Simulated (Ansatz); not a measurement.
# [NH2]− (SMILES [NH2-]) at 6 levels

Aim: a comparison of 6 runs (HF/6-31G*, SVWN5/3-21G, UPBE/3-21G, wB97X/3-21G, UPBE/6-31G*, RPA@PBE/6-31G*) of [NH2]−. 

The calculation is run with Ansatz 0.2.0.

2 further runs of the same task are left out: 2 that didn't finish.

## (1) The system as given

[NH2]−: 3 atoms, total charge -1, spin state singlet. As SMILES, `[NH2-]`. The H2–N1 distance was set to 2.055 Å, away from the relaxed value. At this shape a bond of the SMILES string is far longer than usual.

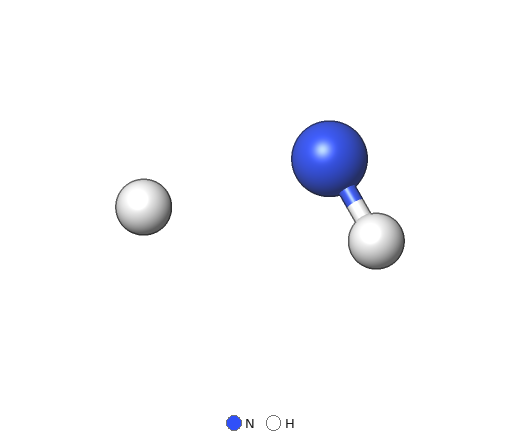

Viewed from a chosen angle; nitrogen blue, hydrogen white.

## (2) The energy at HF/6-31G(d) (spherical functions) (run 1)

The input, in.yaml:

```yaml
crystal:
  periodic: [false, false, false]
  atoms:
    - {symbol: "N", position_ang: [0.558903, -1.207212, 0.181400]}
    - {symbol: H, position_ang: [0.125500, 0.801200, 0.156000]}
    - {symbol: H, position_ang: [-0.250997, -1.602412, -0.312000]}
basis:
  gaussian: {orbitals: 6-31G_st_-spherical.json}
hamiltonian: {xc: hf}
total_charge: -1
accuracy: high
```

The basis set 6-31G* is read from a file made from the Basis Set Exchange's data (not shown).

Launch:

```bash
ansatz run in.yaml --threads 1 --pin off --max-ram 2610MiB --events-out events.jsonl --progress --plain --runs-dir runs
```

The log of the run:

```text
Warning: RAYON_NUM_THREADS=1 ignored (pool sized by the plan → 1); use --threads N
Functional definition: HF
  name "HF"
  exchange = exact_x
  correlation = 0
333 factors; integrals over basis functions are off by at most 3.3e-9 eV
mean field evaluation 1: about -1504.9963 eV, gradient 2.0e1 eV
mean field evaluation 2: about -1504.9973 eV, gradient 2.0e1 eV
mean field evaluation 4: about -1506.1063 eV, gradient 2.6e0 eV
mean field evaluation 8: about -1506.1370 eV, gradient 4.5e-4 eV
mean field -1506.13698952 eV, -55.3495134686 hartree, gradient 2.1e-8 eV, S^2 0.000000; 0 other end points of the search recorded, 0 dependent functions left out
reference -1506.13698952 eV, -55.3495134686 hartree; 5, 5 occupied and 13, 13 virtual orbitals, 333 factors
Total energy: -1506.13698952 eV, -55.3495134686 hartree
```

It took 0.12 s on 1 thread of Arm Neoverse N1, shared host.

## (3) A single-point energy at SVWN5/3-21G (run 2)

The input, in.yaml:

```yaml
crystal:
  periodic: [false, false, false]
  atoms:
    - symbol: N
      position_ang: [0.558903, -1.207212, 0.181400]
    - symbol: H
      position_ang: [0.125500, 0.801200, 0.156000]
    - symbol: H
      position_ang: [-0.250997, -1.602412, -0.312000]
basis:
  gaussian: {orbitals: 3-21G.json}
hamiltonian: {xc: {name: SVWN5}}
accuracy: high
total_charge: -1
```

The basis set 3-21G is read from a file made from the Basis Set Exchange's data (not shown).

Launch:

```bash
ansatz run in.yaml --threads 1 --pin off --max-ram 2610MiB --events-out events.jsonl --progress --plain --runs-dir runs
```

The log of the run:

```text
Warning: RAYON_NUM_THREADS=1 ignored (pool sized by the plan → 1); use --threads N
Functional definition: SVWN5
  name "SVWN5"
  exchange = slater_x
  correlation = vwn5_c
247 factors; integrals over basis functions are off by at most 3.5e-9 eV
mean field evaluation 1: about -1491.0720 eV, gradient 2.6e1 eV
mean field evaluation 2: about -1468.5048 eV, gradient 8.7e1 eV
mean field evaluation 4: about -1494.1688 eV, gradient 8.0e-1 eV
mean field evaluation 8: about -1494.1629 eV, gradient 1.2e0 eV
mean field evaluation 16: about -1494.1688 eV, gradient 1.2e-4 eV
mean field -1494.16878458 eV, -54.9096900494 hartree, gradient 1.1e-8 eV, S^2 0.000000; 0 other end points of the search recorded, 0 dependent functions left out
reference -1494.16878582 eV, -54.9096900950 hartree; 5, 5 occupied and 8, 8 virtual orbitals, 247 factors
Total energy: -1494.16878582 eV, -54.9096900950 hartree
```

Run time: 0.42 s. Hardware: 1 thread of Arm Neoverse N1, shared host.

Runs 3 to 5 aren't shown in full; the table further down has their settings and results.

## (4) A single-point energy at RPA@PBE/6-31G(d) (spherical functions) (run 6)

The input, input.yaml:

```yaml
crystal:
  periodic: [false, false, false]
  atoms:
    - {symbol: "N", position_ang: [0.558903, -1.207212, 0.181400]}
    - {symbol: H, position_ang: [0.125500, 0.801200, 0.156000]}
    - {symbol: H, position_ang: [-0.250997, -1.602412, -0.312000]}
basis:
  gaussian: {orbitals: 6-31G_st_-spherical.json}
total_charge: -1
hamiltonian: {xc: pbe}
correlation: {method: rpa, frozen_orbitals: {H: 0, "N": 1}}
accuracy: high
```

The basis set 6-31G* is read from a file made from the Basis Set Exchange's data (not shown).

Launch:

```bash
ansatz run input.yaml --threads 1 --pin off --max-ram 2610MiB --events-out events.jsonl --progress --plain --runs-dir runs
```

The log of the run (excerpt; [...] marks lines left out):

```text
Warning: RAYON_NUM_THREADS=1 ignored (pool sized by the plan → 1); use --threads N
Functional definition: PBE
  name "PBE"
[...]
333 factors; integrals over basis functions are off by at most 3.3e-9 eV
[...]
mean field -1514.39687710 eV, -55.6530587383 hartree, gradient 1.0e-8 eV, S^2 0.000000; 0 other end points of the search recorded, 0 dependent functions left out; unrestricted orbitals would lower it
[...]
unrestricted determinant -1506.84001591 eV, -55.3753492117 hartree, S^2 0.8042
1 core orbitals not correlated: weight in the atoms' cores, before any rotation towards them, 1.000 or more for the frozen orbitals, at most 0.000 for the correlated occupied ones
reference -1505.64378524 eV, -55.3313885457 hartree; 4, 4 occupied and 13, 13 virtual orbitals, 333 factors
Total energy: -1514.13943582 eV, -55.6435979458 hartree
```

Run time: 1 s. Hardware: 1 thread of Arm Neoverse N1, shared host.

## (5) All runs side by side

| run | level | frozen core orbitals | energy (Eh) | wall time |
| --- | --- | --- | --- | --- |
| 1 | HF/6-31G* (spherical functions) | – | -55.349513 | 0.12 s |
| 2 | SVWN5/3-21G | – | -54.909690 | 0.42 s |
| 3 | UPBE/3-21G | – | -55.328934 | 2.6 s |
| 4 | wB97X/3-21G | – | -55.363883 | 2.4 s |
| 5 | UPBE/6-31G* (spherical functions) | – | -55.659558 | 2.8 s |
| 6 | RPA@PBE/6-31G* (spherical functions) | 1 | -55.643598 | 1 s |

## (6) What came out

| quantity | value |
| --- | --- |
| run 6: total energy | -55.64360 Eh |
| run 6: RPA correlation energy (valence) | -312.2 mEh |

What this shows: Totals of different functionals can't be ranked against each other. In run 6 the log says that unrestricted orbitals would lower the reference, so the values rest on an unstable closed-shell determinant (other closed-shell runs at this shape may share the fault). Spin contamination of the reference: run 3 ⟨S²⟩ = 0.58, run 5 ⟨S²⟩ = 0.54. All runs together took 9.2 s, the longest 2.8 s.
